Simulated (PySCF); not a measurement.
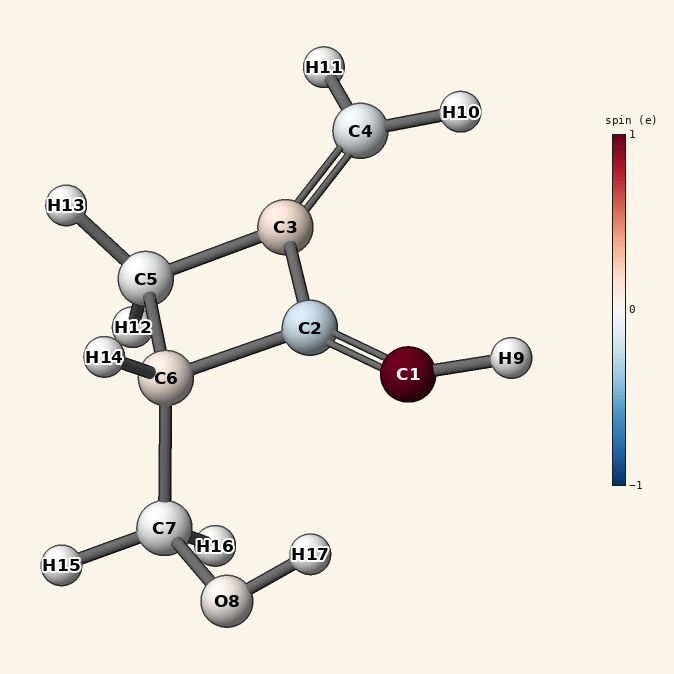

Atoms are coloured by their Mulliken spin populations. State: neutral, doublet. The geometry was computed by an optimisation with GFN2-xTB. No frequency run is at hand to confirm it as a minimum. Method: UKS B3LYP, pcH-1 on C H O, non-relativistic (PySCF 2.14.0).

Give the Mulliken spin populations atom by atom.

```json
{"atom": "C1", "value (e)": "0.99"}
{"atom": "C2", "value (e)": "−0.19"}
{"atom": "C3", "value (e)": "0.12"}
{"atom": "C4", "value (e)": "−0.05"}
{"atom": "C5", "value (e)": "−0.01"}
{"atom": "C6", "value (e)": "0.08"}
{"atom": "C7", "value (e)": "0.00"}
{"atom": "O8", "value (e)": "0.04"}
{"atom": "H9", "value (e)": "0.01"}
{"atom": "H10", "value (e)": "0.00"}
{"atom": "H11", "value (e)": "0.01"}
{"atom": "H12", "value (e)": "0.00"}
{"atom": "H13", "value (e)": "0.00"}
{"atom": "H14", "value (e)": "0.00"}
{"atom": "H15", "value (e)": "0.01"}
{"atom": "H16", "value (e)": "0.00"}
{"atom": "H17", "value (e)": "0.00"}
```

Mulliken values depend strongly on the basis set.
